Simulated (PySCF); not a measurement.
## Geometry relaxation of C2H8OSi

- system: C2H8OSi, SMILES CC[SiH2]O
- method: PBE0-D3(BJ)/def2-SVPD geometry optimisation, gas phase (PySCF 2.14.0)

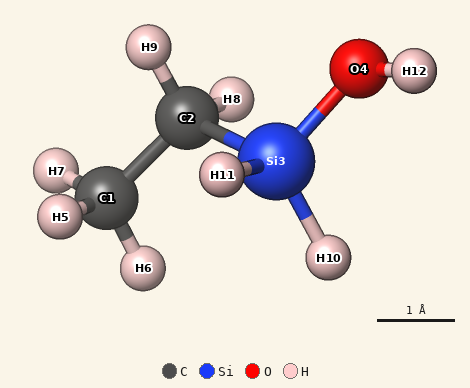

Figure 1. The structure as given in the input (ball-and-stick view, seen at a tilt; atoms are numbered from 1 in the order of the input).

Input
```
{"job": {"xc": "PBE0", "basis": "def2-SVPD", "d3": "d3bj", "grid": 2, "kind": "geom"}, "charge": 0, "multiplicity": 1}
C     -1.722770     0.074302     0.005499
C     -0.336503     0.698830     0.099256
Si     1.053772    -0.579388    -0.050016
O      2.411897     0.318879    -0.038792
H     -1.864980    -0.665333     0.790377
H     -1.855137    -0.423839    -0.952452
H     -2.500486     0.830365     0.105846
H     -0.230561     1.452133    -0.683203
H     -0.248167     1.229714     1.048749
H      0.962798    -1.342054    -1.299736
H      1.055192    -1.515337     1.079407
H      3.274946    -0.078273    -0.104935
```

The first line tells a small driver script what to run in PySCF; the rest is the geometry in Å.

Machine: 1 CPU thread, shared host.

Launched with:
```bash
OMP_NUM_THREADS=1 python <driver script> task.json out
```

Output
```
step   0  E = -445.29253616  max force = 0.026973
step   1  E = -445.29608635  max force = 0.004975
step   2  E = -445.29632480  max force = 0.001813
step   3  E = -445.29634003  max force = 0.000329
step   4  E = -445.29634225  max force = 0.000181
optimisation converged
```

Trajectory as extended XYZ (Å, eV, eV/Å), 5 frames, from step=0 to step=4
```
12
Properties=species:S:1:pos:R:3:forces:R:3 step=0 energy=-12117.02709
C    -1.7228    0.0743    0.0055    0.3274   0.1359   0.0193
C    -0.3365    0.6988    0.0993   -0.0978  -0.6732  -0.0737
Si    1.0538   -0.5794   -0.0500   -1.3870   0.4913   0.0971
O     2.4119    0.3189   -0.0388    1.3107   0.9493   0.0181
H    -1.8650   -0.6653    0.7904   -0.1801  -0.3015   0.2812
H    -1.8551   -0.4238   -0.9525   -0.1666  -0.2127  -0.3448
H    -2.5005    0.8304    0.1058   -0.2936   0.1727   0.0265
H    -0.2306    1.4521   -0.6832    0.2457   0.1995  -0.2603
H    -0.2482    1.2297    1.0488    0.2340   0.1365   0.3031
H     0.9628   -1.3420   -1.2997   -0.1402  -0.3568  -0.4808
H     1.0552   -1.5153    1.0794   -0.1002  -0.4309   0.4282
H     3.2750   -0.0783   -0.1049    0.2477  -0.1102  -0.0138
12
Properties=species:S:1:pos:R:3:forces:R:3 step=1 energy=-12117.12370
C    -1.7070   -0.0221    0.0085   -0.0338  -0.0905  -0.0147
C    -0.3539    0.6754    0.0963    0.1932   0.2239   0.0199
Si    1.1243   -0.4656   -0.0546   -0.0628  -0.1634  -0.0101
O     2.5315    0.4575   -0.0391   -0.2558   0.0636   0.0166
H    -1.8337   -0.7745    0.8022    0.0157   0.0128  -0.0162
H    -1.8377   -0.5375   -0.9552    0.0078   0.0045   0.0222
H    -2.5324    0.6984    0.1083    0.0269  -0.0208  -0.0020
H    -0.2627    1.4412   -0.6927   -0.0086  -0.0089   0.0209
H    -0.2611    1.2184    1.0523    0.0010  -0.0044  -0.0289
H     1.0324   -1.2546   -1.3277    0.0387   0.0205   0.0156
H     1.1311   -1.4469    1.0806    0.0389   0.0183  -0.0204
H     3.3751    0.0098   -0.1030    0.0388  -0.0556  -0.0028
12
Properties=species:S:1:pos:R:3:forces:R:3 step=2 energy=-12117.13019
C    -1.6979   -0.0216    0.0093   -0.0320  -0.0143   0.0024
C    -0.3469    0.6823    0.0956    0.0535   0.0932   0.0043
Si    1.1111   -0.4770   -0.0564   -0.0237  -0.0613  -0.0036
O     2.5030    0.4620   -0.0364   -0.0173   0.0284   0.0028
H    -1.8181   -0.7731    0.8039    0.0033   0.0001   0.0021
H    -1.8260   -0.5396   -0.9527    0.0032   0.0004   0.0002
H    -2.5260    0.6942    0.1089   -0.0112  -0.0100  -0.0003
H    -0.2541    1.4466   -0.6938    0.0004  -0.0192  -0.0002
H    -0.2507    1.2254    1.0502    0.0037  -0.0130  -0.0054
H     1.0316   -1.2615   -1.3314    0.0055   0.0015   0.0034
H     1.1298   -1.4570    1.0777    0.0034  -0.0027  -0.0076
H     3.3504    0.0190   -0.0989    0.0112  -0.0029   0.0019
12
Properties=species:S:1:pos:R:3:forces:R:3 step=3 energy=-12117.13060
C    -1.6972   -0.0198    0.0112    0.0006   0.0036   0.0043
C    -0.3444    0.6849    0.0943   -0.0100   0.0164   0.0020
Si    1.1082   -0.4814   -0.0584   -0.0115  -0.0111   0.0013
O     2.4968    0.4627   -0.0351    0.0169   0.0040  -0.0015
H    -1.8142   -0.7704    0.8071    0.0015  -0.0004   0.0017
H    -1.8251   -0.5397   -0.9498    0.0007  -0.0007  -0.0012
H    -2.5281    0.6929    0.1107   -0.0003   0.0009   0.0004
H    -0.2505    1.4468   -0.6966   -0.0007  -0.0099  -0.0070
H    -0.2450    1.2275    1.0486    0.0046  -0.0052   0.0014
H     1.0314   -1.2641   -1.3342    0.0007   0.0007  -0.0004
H     1.1279   -1.4628    1.0741   -0.0021  -0.0040  -0.0035
H     3.3464    0.0230   -0.0959   -0.0005   0.0055   0.0025
12
Properties=species:S:1:pos:R:3:forces:R:3 step=4 energy=-12117.13066
C    -1.6973   -0.0186    0.0130    0.0028   0.0018   0.0037
C    -0.3439    0.6855    0.0933   -0.0093  -0.0014   0.0017
Si    1.1074   -0.4828   -0.0601   -0.0011   0.0031   0.0020
O     2.4960    0.4619   -0.0347    0.0077  -0.0029  -0.0018
H    -1.8130   -0.7682    0.8101   -0.0004   0.0001   0.0004
H    -1.8265   -0.5398   -0.9471   -0.0009  -0.0003   0.0002
H    -2.5280    0.6943    0.1129    0.0008   0.0015   0.0002
H    -0.2501    1.4455   -0.6992   -0.0009  -0.0038  -0.0048
H    -0.2423    1.2281    1.0471    0.0044   0.0007   0.0000
H     1.0312   -1.2643   -1.3365    0.0005   0.0015  -0.0018
H     1.1261   -1.4658    1.0711   -0.0021  -0.0029  -0.0018
H     3.3464    0.0237   -0.0940   -0.0013   0.0026   0.0020
```

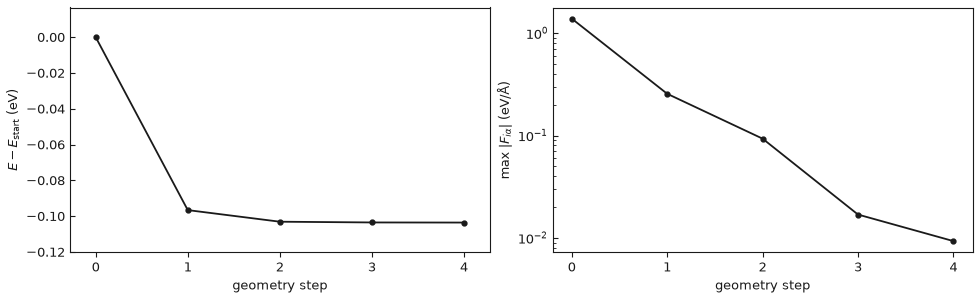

Figure 2. Progress of the relaxation, step by step (steps are counted from 0).

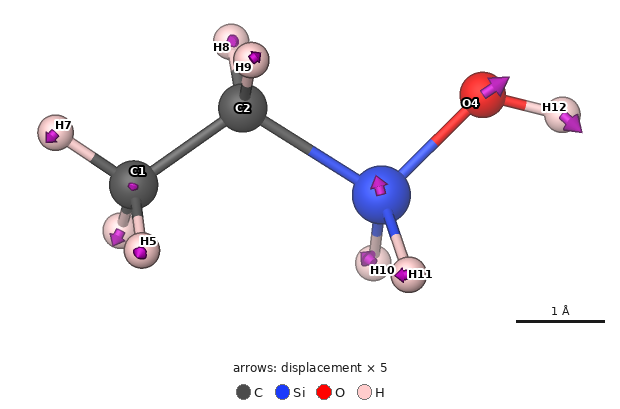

Figure 3. The starting structure with the displacements as pink arrows, magnified 5 times (ball-and-stick view, seen at a tilt). The two geometries are laid on each other by the best rigid fit. Over 4 geometry steps the energy falls by 0.104 eV. Largest force component: 1.4 eV/Å at the start, 0.0093 eV/Å at the end. The largest move after the best rigid fit is that of O4, 0.076 Å. Largest moves by element: O 0.076 Å, H 0.065 Å, Si 0.048 Å, C 0.016 Å. Distances before and after: Si3–O4 1.628 → 1.680 Å, Si3–H10 1.467 → 1.499 Å, C2–Si3 1.894 → 1.869 Å, C1–H5 1.088 → 1.100 Å. Among the angles that change: Si3–O4–H12 121.7° → 118.4°, C2–Si3–O4 103.8° → 106.8°. (Atoms are counted from 1 in the order of the input.)

Summary

- outcome: converged
- total energy: −445.296342 hartree
- dipole moment: 0.55 D
- point group: C1
- wall time: 33 s
- peak memory: 0.6 GiB
